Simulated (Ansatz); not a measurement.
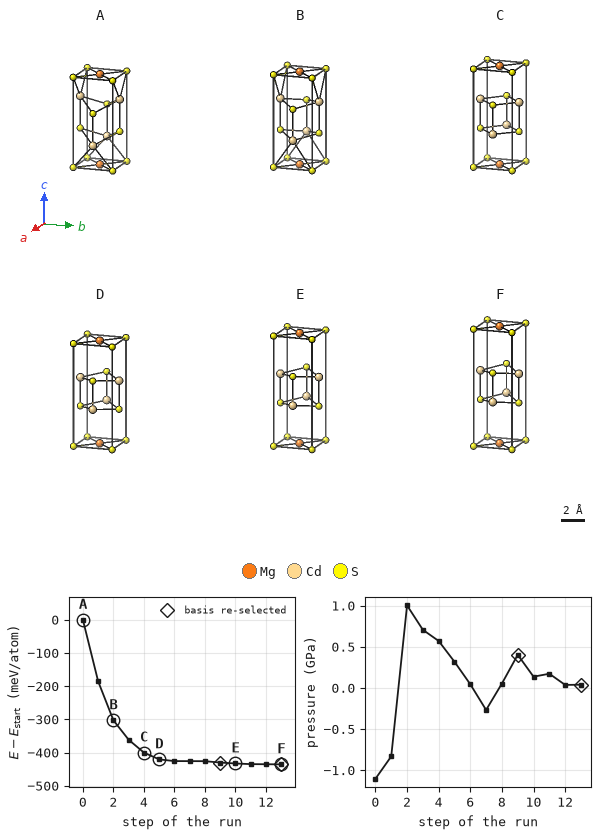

Frames of a relaxation of a crystal of MgCd₂S₃ (a generated structure, set up in P-4m2) (coarse preliminary run), marked on the history of the run. Style: ball-and-stick. Shown: the cell of the calculation, slightly off an axis.

These are results of Ansatz 0.2.0, DFT PBE, scalar-relativistic, plane waves, PAW, not measurements. Set-up: plane-wave cutoff 420 eV; k-point mesh 4 × 4 × 2; occupations gaussian; smearing width 0.1 eV; no spin polarisation; cell and atoms relaxed; force threshold 0.04 eV/Å; at most 70 steps.

Question: What happens along the run?

Answer: After 11 accepted moves (13 points after the start) the energy has fallen by 435 meV per atom. The largest force component goes from 2.3 to 0.015 eV/Å. The pressure goes from −1.10 to 0.04 GPa. At 2 points the geometry stayed and the basis and grid were re-selected for the new cell (energy shift of 4.2 meV per atom at most each time). The largest moves relative to the cell, 1.44 Å, are those of Cd atoms. Largest moves by element: Cd 1.44 Å, S 0.27 Å. Mg stays in place. The volume changes by +22.7 %, with a = b 3.796 → 3.693 Å (−2.7 %), c 8.433 → 10.936 Å (+29.7 %). Near-neighbour distances that change, for instance: Cd–S 2.901 → 4.667 Å, Cd–S 3.005 → 2.721 Å, Cd–S 2.879 → 2.635 Å, Mg–S 2.684 → 2.611 Å. Bonds break, among them: Cd–S (2.90 → 4.67 Å). Among the angles between lasting bonds that change: S–Cd–S 68.8° → 97.8°, Cd–S–Cd 111.2° → 82.2°, S–Cd–S 137.6° → 164.4°. The space group stays P-4m2 (No. 115). The run took 2.4 min on 1 thread of Intel(R) Xeon(R) Processor @ 2.50GHz (Skylake/Cascade Lake), on a shared host, peak memory 0.4 GiB. From step 0 to 2: Cd atoms move most (0.40 Å), volume −1.3 %, energy −303 meV per atom. From step 2 to 4: Cd atoms move most (0.43 Å), volume +6.4 %, energy −97.3 meV per atom. From step 4 to 5: Cd atoms move most (0.21 Å), volume +4.3 %, energy −20.4 meV per atom. From step 5 to 10: Cd atoms move most (0.10 Å), volume +5.9 %, energy −12.4 meV per atom. From step 10 to 13: Cd atoms move most (0.09 Å), volume +5.8 %, energy −2.6 meV per atom.
